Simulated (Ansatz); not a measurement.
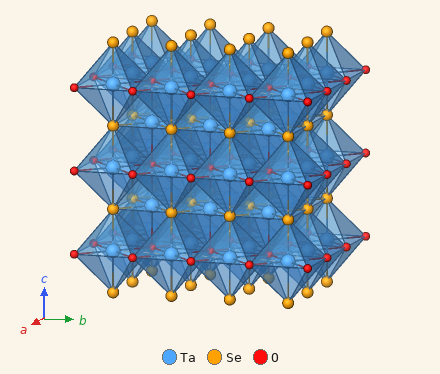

Polyhedra are drawn about Ta (bonds: O–Ta below 2.8 Å and Se–Ta below 2.8 Å); other atoms are plain spheres.

The compound is Ta₂SeO (space group P4/mmm, No. 123), taken as coordinates from a relaxation with Ansatz, DFT PBEsol, scalar-relativistic, plane waves, PAW; the starting structure was generated, so it need not be a known form of this composition.

Q: What figure surrounds each Ta atom, and what does it share with the other drawn polyhedra?

A: Ta(1a): TaSe2O4 octahedron, sharing corners with six neighbours and edges with twelve neighbours; Ta(1d): TaSe4O2 octahedron, sharing edges with twelve neighbours and corners with six neighbours.

Q: How do these polyhedra hang together as a whole?

A: They form a three-dimensional framework of corner- and edge-sharing octahedra.

Q: How far apart are the centres of linked polyhedra?

A: Centre to centre across a shared corner: 4.85 to 4.97 Å; across a shared edge: 3.47 to 3.52 Å.
